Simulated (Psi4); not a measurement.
**Property calculation of SiHF3**

System: SiHF3, SMILES [H][Si](F)(F)F.
Method: HF/aug-cc-pCVDZ, RHF (Psi4 1.11).

Some settings of this run were made unusual or wrong on purpose. The geometry comes from this level: GFN2-xTB.

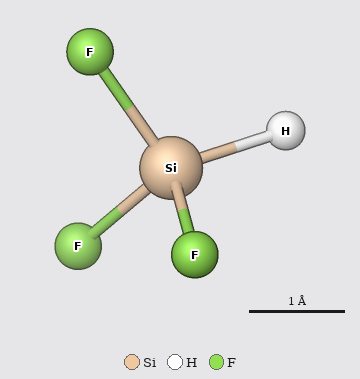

**Figure 1.** The structure as given in the input (ball-and-stick view, seen at a tilt).

## Input file (f3hsi.inp)
```
memory 1600 mb

molecule geom {
  Si     0.00064251    -0.00156847     0.16950843
  H      0.02460423    -0.03516780     2.86644997
  F      2.73564313     0.02054132    -1.02882359
  F     -1.38717236     2.38113051    -0.97602465
  F     -1.37371751    -2.36491666    -1.03111016
  units au
  no_reorient
  no_com
}

set {
  scf_type direct
  ints_tolerance 0.001
  maxiter 50
}

E, wfn = energy('hf/aug-cc-pCVDZ', return_wfn=True)
oeprop(wfn, 'WIBERG_LOWDIN_INDICES', 'QUADRUPOLE', 'NO_OCCUPATIONS', 'MAYER_INDICES', title='HF')
```

Hardware: 1 thread of Intel Xeon (Granite Rapids), 192 GiB of memory available, shared host.

Launch command:
```bash
psi4 -i f3hsi.inp -o f3hsi.out -n 1
```

## Log
```
Psi4 1.11 release

   => Loading Basis Set <=

    Name: AUG-CC-PCVDZ
    Role: ORBITAL
    Keyword: BASIS

         ---------------------------------------------------------
                                   SCF
                              RHF Reference
                        1 Threads,   1525 MiB Core
         ---------------------------------------------------------

  ==> Geometry <==

    Molecular point group: c1
    Full point group: C1

    Geometry (in Bohr), charge = 0, multiplicity = 1:

       Center              X                  Y                   Z               Mass
    ------------   -----------------  -----------------  -----------------  -----------------
         SI           0.000642510000    -0.001568470000     0.169508430000    27.976926534650
         H            0.024604230000    -0.035167800000     2.866449970000     1.007825032230
         F            2.735643130000     0.020541320000    -1.028823590000    18.998403162730
         F           -1.387172360000     2.381130510000    -0.976024650000    18.998403162730
         F           -1.373717510000    -2.364916660000    -1.031110160000    18.998403162730

  Running in c1 symmetry.

  Rotational constants: A =      0.21388  B =      0.21343  C =      0.14046 [cm^-1]
  Rotational constants: A =   6411.90652  B =   6398.36526  C =   4210.84921 [MHz]
  Nuclear repulsion =  188.627846555791308

  Charge       = 0
  Multiplicity = 1
  Electrons    = 42
  Nalpha       = 21
  Nbeta        = 21

  ==> Algorithm <==

  SCF Algorithm Type is DIRECT.
  DIIS enabled.
  MOM disabled.
  Fractional occupation disabled.
  Guess Type is SAD.
  Energy threshold   = 1.00e-06
  Density threshold  = 1.00e-06
  Integral threshold = 1.00e-03

  ==> Primary Basis <==

  Basis Set: AUG-CC-PCVDZ
    Blend: AUG-CC-PCVDZ
    Number of shells: 52
    Number of basis functions: 126
    Number of Cartesian functions: 135
    Spherical Harmonics?: true
    Max angular momentum: 2

   => Loading Basis Set <=

    Name: (AUG-CC-PCVDZ AUX)
    Role: JKFIT
    Keyword: DF_BASIS_SCF

  Starting with a DF guess...

  ==> Integral Setup <==

  DFHelper Memory: AOs need 0.041 GiB; user supplied 1.118 GiB.
  SCF_SUBTYPE=INCORE selected. In-core MEM_DF algorithm will be used.
  Using in-core AOs.

  ==> MemDFJK: Density-Fitted J/K Matrices <==

    J tasked:                   Yes
    K tasked:                   Yes
    wK tasked:                   No
    Memory [MiB]:              1144
    Algorithm:                 Core
    Schwarz Cutoff:           1E-03
    Mask sparsity (%):      17.8005
    Fitting Condition:        1E-10

   => Auxiliary Basis Set <=

  Basis Set: (AUG-CC-PCVDZ AUX)
    Blend: DEF2-UNIVERSAL-JKFIT
    Number of shells: 119
    Number of basis functions: 377
    Number of Cartesian functions: 454
    Spherical Harmonics?: true
    Max angular momentum: 4

  Minimum eigenvalue in the overlap matrix is 6.5336064494E-04.
  Reciprocal condition number of the overlap matrix is 9.5112712835E-05.
    Using symmetric orthogonalization.

  ==> Pre-Iterations <==

  SCF Guess: Superposition of Atomic Densities via on-the-fly atomic UHF (no occupation information).

   -------------------------
    Irrep   Nso     Nmo
   -------------------------
     A        126     126
   -------------------------
    Total     126     126
   -------------------------

  ==> Iterations <==

                           Total Energy        Delta E     RMS |[F,P]|

   @DF-RHF iter SAD:  -587.10540028387254   -5.87105e+02   0.00000e+00
   @DF-RHF iter   1:  -587.97658525383986   -8.71185e-01   4.04398e-03 ADIIS/DIIS
   @DF-RHF iter   2:  -588.03434136495423   -5.77561e-02   2.55173e-03 ADIIS/DIIS
   @DF-RHF iter   3:  -588.06262050063424   -2.82791e-02   1.69046e-04 ADIIS/DIIS
   @DF-RHF iter   4:  -588.06289431707989   -2.73816e-04   3.36866e-05 DIIS
   @DF-RHF iter   5:  -588.06290708842187   -1.27713e-05   7.28902e-06 DIIS
   @DF-RHF iter   6:  -588.06290797328631   -8.84864e-07   1.64182e-06 DIIS
   @DF-RHF iter   7:  -588.06290802020328   -4.69170e-08   2.78680e-07 DIIS

  DF guess converged.

  ==> DirectJK: Integral-Direct J/K Matrices <==

    J tasked:                  Yes
    K tasked:                  Yes
    wK tasked:                  No
    Integrals threads:           1
    Screening Type:           CSAM
    Screening Cutoff:        1E-03
    Incremental Fock:           No

   @RHF iter   8:  -588.01023201886699   -5.88010e+02   5.15340e-03 ADIIS/DIIS
   @RHF iter   9:  -589.13804789093444   -1.12782e+00   2.17206e-01 ADIIS
   @RHF iter  10:  -653.40605207754277   -6.42680e+01   1.33976e+00 ADIIS
   @RHF iter  11: -1149.32450603806910   -4.95918e+02   2.10757e+00 ADIIS
   @RHF iter  12: -1671.83294514884710   -5.22508e+02   2.20636e+00 ADIIS
   @RHF iter  13:  -664.34682900431517    1.00749e+03   1.32575e+00 ADIIS
   @RHF iter  14: -1864.30919725998751   -1.19996e+03   9.25465e-01 ADIIS
   @RHF iter  15: -1921.28491243142616   -5.69757e+01   8.00301e-01 ADIIS
   @RHF iter  16: -1939.89879835959823   -1.86139e+01   3.20219e-01 ADIIS
   @RHF iter  17: -1943.80437803912469   -3.90558e+00   2.73115e-01 ADIIS
   @RHF iter  18: -1946.86358681657384   -3.05921e+00   7.89415e-02 ADIIS/DIIS
   @RHF iter  19: -1947.40468023400263   -5.41093e-01   5.85139e-02 ADIIS/DIIS
   @RHF iter  20: -1947.74233676143376   -3.37657e-01   1.24063e-02 ADIIS/DIIS
   @RHF iter  21: -1947.78470666077374   -4.23699e-02   3.39543e-03 ADIIS/DIIS
   @RHF iter  22: -1947.79080489276680   -6.09823e-03   1.95644e-03 ADIIS/DIIS
   @RHF iter  23: -1947.79399134473420   -3.18645e-03   1.30643e-03 ADIIS/DIIS
   @RHF iter  24: -1947.79588683563338   -1.89549e-03   6.04945e-04 ADIIS/DIIS
   @RHF iter  25: -1947.79643851229321   -5.51677e-04   8.59999e-05 DIIS
   @RHF iter  26: -1947.79645971312152   -2.12008e-05   2.36877e-05 DIIS
   @RHF iter  27: -1947.79646068881789   -9.75696e-07   1.32617e-05 DIIS
   @RHF iter  28: -1947.79646073226263   -4.34447e-08   2.82421e-06 DIIS
   @RHF iter  29: -1947.79646074250923   -1.02466e-08   3.73893e-07 DIIS
  Energy and wave function converged.

  ==> Post-Iterations <==

    Orbital Energies [Eh]
    ---------------------

    Doubly Occupied:

       1A   -367.922493     2A   -325.949922     3A   -307.748182
       4A   -148.985370     5A    -87.072222     6A    -65.169545
       7A    -64.055638     8A    -46.851577     9A    -31.476256
      10A    -29.212382    11A    -28.711272    12A    -27.437690
      13A    -24.794874    14A    -22.999425    15A    -21.140607
      16A    -18.586080    17A    -17.385065    18A    -17.183036
      19A    -15.000755    20A    -11.068823    21A    -10.298099

    Virtual:

      22A     -9.596680    23A     -9.186515    24A     -8.772133
      25A     -8.299164    26A     -7.925164    27A     -6.294142
      28A     -5.887412    29A     -5.683851    30A     -5.123019
      31A     -5.077135    32A     -4.631013    33A     -4.602028
      34A     -3.856533    35A     -3.418336    36A     -3.279415
      37A     -3.112926    38A     -2.911095    39A     -2.646445
      40A     -2.544675    41A     -2.497185    42A     -2.437930
      43A     -2.082063    44A     -1.978509    45A     -1.933768
      46A     -1.746640    47A     -1.735406    48A     -1.693124
      49A     -1.638453    50A     -1.538877    51A     -1.486799
      52A     -1.437385    53A     -1.279015    54A     -1.195282
      55A     -1.154750    56A     -1.136374    57A     -1.098852
      58A     -1.077972    59A     -1.036481    60A     -0.962416
      61A     -0.841492    62A     -0.835643    63A     -0.807630
      64A     -0.736820    65A     -0.716745    66A     -0.632347
      67A     -0.618500    68A     -0.589719    69A     -0.517980
      70A     -0.492598    71A     -0.417945    72A     -0.360436
      73A     -0.354354    74A     -0.330813    75A     -0.257787
      76A     -0.114224    77A      0.111333    78A      0.514004
      79A      0.763020    80A      0.844308    81A      0.927317
      82A      1.268864    83A      1.314884    84A      1.459350
      85A      1.634486    86A      1.661566    87A      1.987877
      88A      2.213610    89A      2.393985    90A      2.436956
      91A      2.888693    92A      3.182617    93A      4.240727
      94A      4.549296    95A      4.630366    96A      5.243109
      97A      5.832886    98A      6.691378    99A      7.259066
     100A      7.288015   101A      7.478608   102A      7.698745
     103A      8.658632   104A     10.469488   105A     10.699456
     106A     12.265434   107A     12.577046   108A     20.487865
     109A     20.760355   110A     23.707368   111A     35.010487
     112A     45.161610   113A     46.193448   114A     46.581052
     115A     47.727795   116A     48.174234   117A     48.978650
     118A     49.936664   119A     50.524531   120A     50.812499
     121A     60.604969   122A     98.075207   123A     98.910752
     124A    105.808807   125A    127.380897   126A    472.971900

    Final Occupation by Irrep:
              A
    DOCC [    21 ]
    NA   [    21 ]
    NB   [    21 ]

  @RHF Final Energy: -1947.79646074250923

   => Energetics <=

    Nuclear Repulsion Energy =            188.6278465557913080
    One-Electron Energy =                -894.7498871770249025
    Two-Electron Energy =               -1241.6744201212754888
    Total Energy =                      -1947.7964607425092254

Computation Completed

Properties will be evaluated at   0.000000,   0.000000,   0.000000 [a0]

Properties computed using the SCF density matrix

 Multipole Moments:

 ------------------------------------------------------------------------------------
     Multipole            Electronic (a.u.)      Nuclear  (a.u.)        Total (a.u.)
 ------------------------------------------------------------------------------------

 L = 1.  Multiply by 2.5417464519 to convert [e a0] to [Debye]
 Dipole X            :          1.9042323           -0.1936213            1.7106111
 Dipole Y            :         -0.2870099            0.2736702           -0.0133397
 Dipole Z            :         17.4497353          -22.0840576           -4.6343223
 Magnitude           :                                                    4.9399708

 ------------------------------------------------------------------------------------

	total time  =         33 seconds =       0.55 minutes

Properties will be evaluated at   0.000000,   0.000000,   0.000000 [a0]

Properties computed using the HF density matrix

 Multipole Moments:

 ------------------------------------------------------------------------------------
     Multipole            Electronic (a.u.)      Nuclear  (a.u.)        Total (a.u.)
 ------------------------------------------------------------------------------------

 L = 1.  Multiply by 2.5417464519 to convert [e a0] to [Debye]
 Dipole X            :          1.9042323           -0.1936213            1.7106111
 Dipole Y            :         -0.2870099            0.2736702           -0.0133397
 Dipole Z            :         17.4497353          -22.0840576           -4.6343223
 Magnitude           :                                                    4.9399708

 L = 2.  Multiply by 1.3450342976 to convert [e a0^2] to [Debye ang]
 Quadrupole XX       :       -246.3155195          101.6564237         -144.6590958
 Quadrupole XY       :          0.4747576            0.0160651            0.4908227
 Quadrupole XZ       :          0.5116196           -0.3250796            0.1865399
 Quadrupole YY       :       -254.4015394          101.3685886         -153.0329508
 Quadrupole YZ       :          0.3241338            0.7352983            1.0594320
 Quadrupole ZZ       :       -253.1926747           36.2874113         -216.9052634
 Traceless XX        :          4.9877250           21.8856159           26.8733409
 Traceless YY        :         -3.0982948           21.5977807           18.4994859
 Traceless ZZ        :         -1.8894302          -43.4833966          -45.3728267

 ------------------------------------------------------------------------------------

  Mayer Bond Indices:

  Irrep: 1 Size: 5 x 5

                 1                   2                   3                   4                   5

    1     0.00000000000000     1.41418349643555     2.97348178942877     4.42110287053480     3.93771027019641
    2     1.41418349643555     0.00000000000000     1.01484438101352     0.88355711993370     0.90520774369942
    3     2.97348178942877     1.01484438101352     0.00000000000000     1.62213666728263     1.80610093100449
    4     4.42110287053480     0.88355711993370     1.62213666728263     0.00000000000000     1.20380531673670
    5     3.93771027019641     0.90520774369942     1.80610093100449     1.20380531673670     0.00000000000000

  Atomic Valences:

 #  #
 Irrep: 1
      1:   12.746478426595534
      2:    4.217792741082190
      3:    7.416563768729411
      4:    8.130601974487828
      5:    7.852824261637008

  Wiberg Bond Indices using Orthogonal Lowdin Orbitals:

  Irrep: 1 Size: 5 x 5

                 1                   2                   3                   4                   5

    1     0.00000000000000     2.15575060157000     3.30496679959526     4.24612052546322     4.09963978510054
    2     2.15575060157000     0.00000000000000     0.76972355541105     0.64114263458079     0.75619732798335
    3     3.30496679959526     0.76972355541105     0.00000000000000     1.35541081224116     1.30925202825449
    4     4.24612052546322     0.64114263458079     1.35541081224116     0.00000000000000     0.93551164685846
    5     4.09963978510054     0.75619732798335     1.30925202825449     0.93551164685846     0.00000000000000

  Atomic Valences:

 #  #
 Irrep: 1
      1:   13.806477711729016
      2:    4.322814119545190
      3:    6.739353195501972
      4:    7.178185619143621
      5:    7.100600788196841

  Natural Orbital Occupations:

  Total Occupations:
  HONO-2 :   19  A    2.000
  HONO-1 :   20  A    2.000
  HONO-0 :   21  A    2.000
  LUNO+0 :   22  A    0.000
  LUNO+1 :   23  A    0.000
  LUNO+2 :   24  A    0.000
  LUNO+3 :   25  A    0.000

    Psi4 run time: 0:00:32.43
```

## What the run reported

```json
{"quantity": "outcome", "value": "converged"}
{"quantity": "total energy", "value": "−1947.796461 hartree"}
{"quantity": "basis functions", "value": "126"}
{"quantity": "HOMO", "value": "−280.23 eV"}
{"quantity": "LUMO", "value": "−261.14 eV"}
{"quantity": "dipole moment", "value": "12.56 D"}
{"quantity": "wall time", "value": "34 s"}
{"quantity": "peak memory", "value": "0.3 GiB"}
```

## Diagnosis

Some settings of this run were drawn to be unusual or wrong (ints_tolerance set to 0.001; scf_type set to direct (from pk); maxiter set to 50). It converged; results that depend on the unusual settings are not reference values.
